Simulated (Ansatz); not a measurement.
Band structure of GaPPt₅ (P4/mmm, 7 atoms in the cell).

```xyz
7
Lattice="3.8487 0.0000 0.0000 0.0000 3.8487 0.0000 0.0000 0.0000 6.7634" Properties=species:S:1:pos:R:3 pbc="T T T"
Ga     1.9243     1.9243     0.0000
P      0.0000     0.0000     3.3817
Pt     0.0000     1.9243     1.9609
Pt     0.0000     1.9243     4.8026
Pt     1.9243     0.0000     1.9609
Pt     1.9243     0.0000     4.8026
Pt     0.0000     0.0000     0.0000
```

Method of the run: PBEsol, PAW files made with PBE (plane waves; Ansatz, a program for electronic structure).

Settings: basis.ecutwfc = 420 eV; kpoints.mp_grid.grid = 7 7 4; hamiltonian.xc = pbesol; hamiltonian.pseudopotentials = {kind: paw} (the program's default PAW files); scf.occupations.method = gaussian; scf.occupations.width = 0.1 eV; kpoints.band_path.npoints = 8.

The starting cell comes from a database of computed structures (which also holds hypothetical and non-ambient phases and stackings), without a prior relaxation at this level. Its lattice was rescaled by a random factor within 2.5 % of one. Spin-orbit coupling is off. Spin polarisation is off.

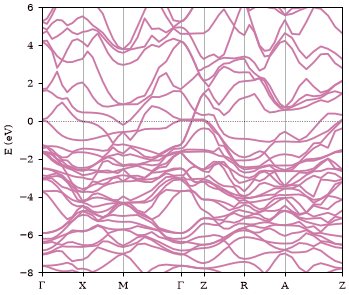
Figure: Bands along the path, energies from the Fermi level.

Levels in eV from the Fermi level, bands 51 to 58:
| point | 51 | 52 | 53 | 54 | 55 | 56 | 57 | 58 |
|---|---|---|---|---|---|---|---|---|
| Γ | -1.45 | -1.28 | -1.28 | 0.02 | 0.07 | 1.56 | 1.67 | 4.20 |
| X | -2.48 | -1.66 | -1.47 | -1.03 | -0.03 | 0.44 | 2.02 | 3.27 |
| M | -1.84 | -1.72 | -1.24 | -0.59 | -0.59 | -0.22 | 0.87 | 0.87 |
| Z | -0.40 | 0.03 | 0.07 | 0.30 | 1.45 | 1.45 | 2.11 | 2.11 |
| R | -2.45 | -2.09 | -1.93 | -0.95 | 1.22 | 2.09 | 2.56 | 3.28 |
| A | -2.36 | -1.76 | -1.09 | -0.57 | 0.57 | 0.57 | 0.71 | 0.71 |

Bands cross the Fermi level along this path, so the cell is metallic at this level.

Keys are those of Ansatz 0.2.
